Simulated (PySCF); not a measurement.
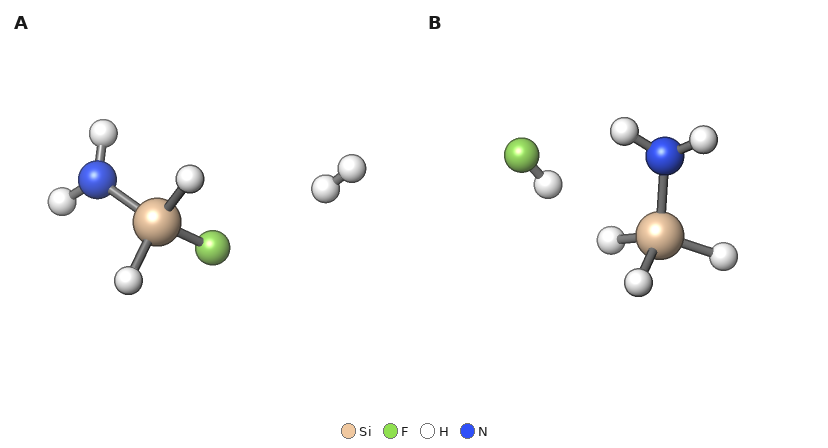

2 stationary structures of one formula. Geometries: PBE0-D4/def2-TZVP. Electronic energies: RHF-CCSD(T) (frozen core)/def2-SVP (PySCF 2.14.0), without zero-point energy. No frequency run is at hand to confirm each as a minimum. Each is one conformer, not always the lowest.

**Rank them by energy, lowest first.**

A is lowest; B lies 26.4 kcal/mol above it.
